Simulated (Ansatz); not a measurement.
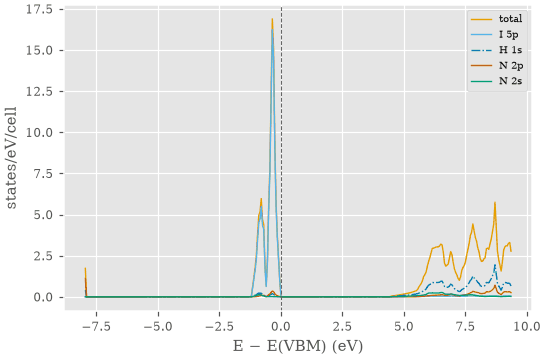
*Total and projected density of states of H$_{4}$IN in space group Imm2 (No. 44; H on 4c, H on 4d, I on 2b, N on 2a), DFT-r²SCAN+D4 in the program Ansatz with PAW potentials*

Which orbitals carry the states next to the gap?

Top 1 eV of the valence band: I 5p 95 %. Bottom 1 eV of the conduction band: H 1s 50 %, N 2s 20 %, outside the projected shells 23 %. Projections are on Löwdin-orthogonalised atomic valence shells; empty p or d shells of many metals are not among them.

Where is the tallest occupied peak in this window, and what makes it?

Near -0.3 eV, about 17 states/eV per cell; the largest projected share is I 5p.

The first step of the workflow began from a Materials Project structure, measured or hypothetical; the Crystallography Open Database copy checked does not list it. Its standing as an ambient phase is unchecked. The cell was relaxed with r²SCAN+D4 under the symmetry of its start. At this level the phase is dynamically unstable (imaginary phonons). Scalar-relativistic: spin–orbit coupling is off unless named, which matters more the heavier the elements.

Potentials: the later of the program's two PAW sets.
